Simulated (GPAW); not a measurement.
# Band edges of 5 MA2Z4 monolayers below the vacuum level

Where do the band edges of these layers lie against the vacuum, how would they line up in contact, and how far do functional and basis move them?

How it was computed: GPAW 26.7.0 with PAW setups. Cells and atoms relaxed with plane waves and PBE; single points at that geometry with a dipole layer: plane waves (PBE, LDA) and dzp orbitals (PBE). IE and EA are the highest filled and lowest empty Kohn-Sham levels on the mesh below the vacuum level of the upper face; the step is the upper less the lower vacuum level.

Results:

| layer | a (Å) | IE | EA | IE LDA | EA LDA | IE dzp | step |
| --- | --- | --- | --- | --- | --- | --- | --- |
| WGe2N4 | 2.983 | 5.62 | 3.89 | 6.00 | 4.28 | 5.60 | +0.02 |
| WSi2N4 | 2.879 | 5.45 | 3.00 | 5.81 | 3.42 | 5.42 | 0.00 |
| MoSi2P4 | 3.461 | 5.43 | 4.53 | 5.65 | 4.76 | 5.22 | −0.01 |
| MoGe2As4 | 3.682 | 4.99 | 4.48 | 5.23 | 4.73 | 4.76 | +0.01 |
| WSi2As4 | 3.614 | 4.79 | 4.08 | 5.07 | 4.36 | 4.58 | −0.01 |

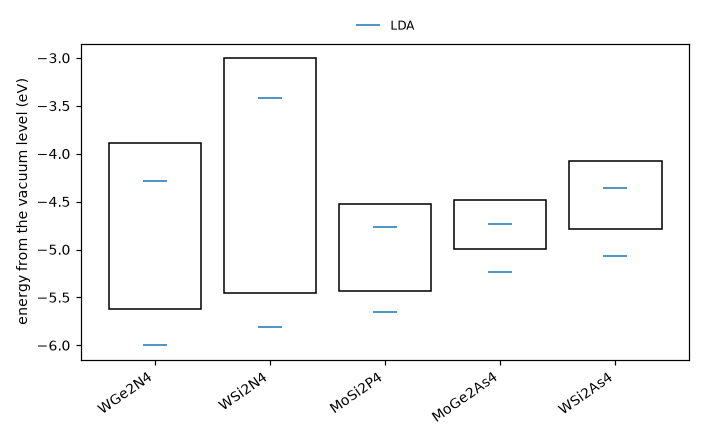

PBE gaps (boxes) below the vacuum level, with the LDA edges.

**Answer.** The ionisation energy runs from 5.62 eV (WGe2N4) to 4.79 eV (WSi2As4), and the gap on the mesh, IE − EA, from 0.51 eV (MoGe2As4) to 2.45 eV (WSi2N4). LDA changes IE by +0.22 to +0.38 eV and the gap by −0.06 to 0.00 eV; the orbital basis changes IE by −0.23 to −0.02 eV. By Anderson's rule, WGe2N4 beside WSi2As4 has a valence offset of 5.62 − 4.79 = 0.83 eV and a conduction offset of 3.89 − 4.08 = −0.19 eV, a straddling (type I) line-up, though by a margin inside the error of semilocal gaps.

Caveats: Energies are in eV, PBE unless marked. Semilocal gaps are too small, edges off the mesh are missed, and spin-orbit coupling is left out; stability of the layers wasn't tested. Anderson's rule ignores the charge that moves at a real contact. These layers come in several stackings of their seven planes; the one built here need not be the synthesised one, whose lattice and gap differ.
